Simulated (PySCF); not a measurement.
# C$_{2}$H$_{6}$Te, SMILES `C[Te]C`: electronic structure

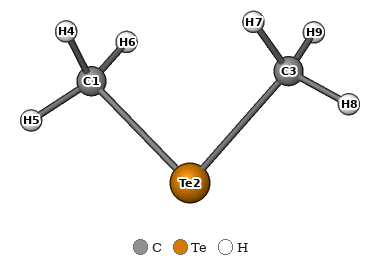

The molecule, with its atoms numbered as below. No frequency check shows the geometry to be a minimum.

Coordinates in Å:

```
C1       1.5608   -1.0891    0.0001
Te2      0.0000    0.4052    0.0000
C3      -1.5609   -1.0890   -0.0001
H4       1.4835   -1.7088    0.8843
H5       2.5163   -0.5829   -0.0002
H6       1.4834   -1.7090   -0.8842
H7      -1.4838   -1.7087    0.8842
H8      -2.5163   -0.5827    0.0002
H9      -1.4836   -1.7088   -0.8843
```

## 1. Bonding charge

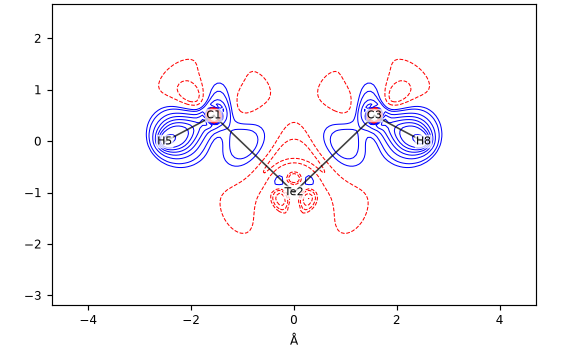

Deformation density (molecule less spherical, spin-averaged free atoms) in the plane of C1, Te2, C3, H5 and H8; contours at ±0.05 to ±0.8 e/Å³; solid blue lines: gain, dashed red lines: loss.

Computed with PySCF, B3LYP/def2-SVPD, geometry: GFN2-xTB. Core potentials replace the inner electrons of Te; spin–orbit coupling isn't included.

Question: Describe the bonding that the map shows.

Answer: C3–H8 and C1–H5: +0.69 e/Å³ at the bond critical point (bond length 1.08 Å). C1–Te2 and Te2–C3: +0.08 e/Å³ at the bond critical point (bond length 2.16 Å). In all, 1.9 electrons gather in the regions of gain relative to the promolecule. A small or negative value marks a very polar bond, one between electron-rich atoms, whose free-atom densities already overlap strongly, a long bond to a heavier atom, or a closed-shell contact such as a hydrogen bond.

Question: Where do the Hirshfeld charges lie?

Answer: The highest Hirshfeld charge is on Te2 (+0.07 e), the lowest on C1 and C3 (−0.15 e).

| atom | charge (e) |
| --- | --- |
| C1 | −0.15 |
| Te2 | +0.07 |
| C3 | −0.15 |
| H4 | +0.04 |
| H5 | +0.04 |
| H6 | +0.04 |
| H7 | +0.04 |
| H8 | +0.04 |
| H9 | +0.04 |

## 2. Local ionisation energy

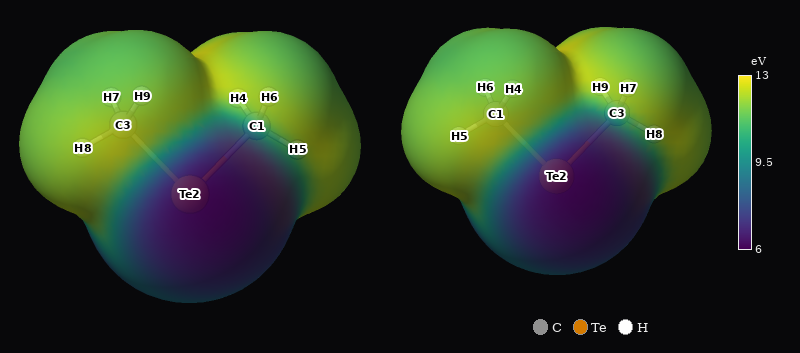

Average local ionisation energy on the surface of electron density 0.001 a.u. (back view left, front view right).

Question: Locate the minima of the map.

Answer: The lowest value is 6.0 eV, 2.6 Å from Te2, and at like points elsewhere. Further minima include 11.2 eV, near H9 (1.82 Å), H7 (1.90 Å), H8 (1.95 Å) and C3 (1.95 Å), and at like points elsewhere. For comparison, the highest occupied orbital lies at −5.5 eV.

## 3. In an electric field

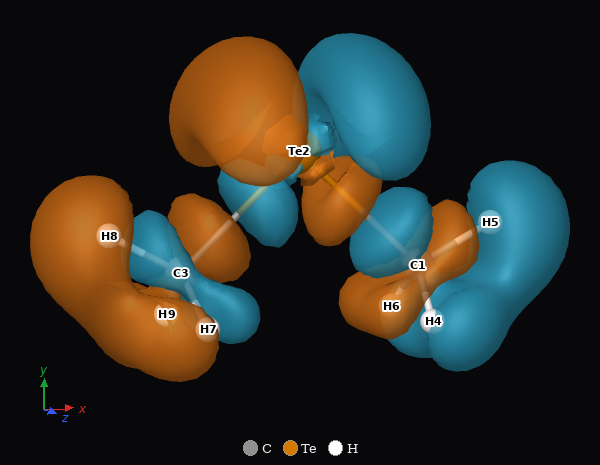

Change of the electron density in a uniform field of 0.21 V/Å, surfaces at ±0.0015 e/Å³ (light blue: gain, orange: loss).

PySCF calculation, B3LYP/def2-SVPD, gas phase; geometry: GFN2-xTB. Core potentials replace the inner electrons of Te; spin–orbit coupling isn't included.

The field was applied in both directions; the picture shows the one opposite to the script's first.

Question: Along which Cartesian direction does the field point?

Answer: Along −x: electrons gather on the +x side, against the field.

Question: What dipole is induced, and what polarisability does it imply?

Answer: The induced dipole is 0.79 D (along the field); α along this axis, from the fields in both directions, is 78 bohr³ (11.5 Å³).

## 4. Removing or adding an electron

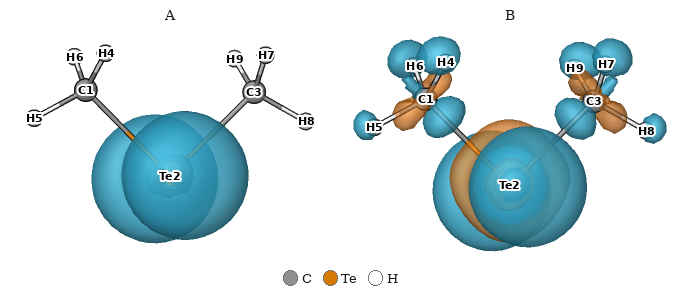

The Fukui function f⁻ from two separate SCF calculations and the density of the HOMO, at ±0.03 e/Å³ (light blue positive, orange negative).

Level of theory: B3LYP/def2-SVPD (PySCF), at a geometry from GFN2-xTB. Core potentials replace the inner electrons of Te; spin–orbit coupling isn't included.

Question: Which panel is which, and how good is the frozen-orbital picture?

Answer: B is f⁻ (it has negative regions), A the HOMO density. The HOMO lies on Te2 (87 %); f⁻ (Hirshfeld-condensed) is largest on Te2 (0.64); the vertical ionisation energy is 7.87 eV. Relaxation shifts 23 % of the electron between atoms. The orbital energy is −5.47 eV.
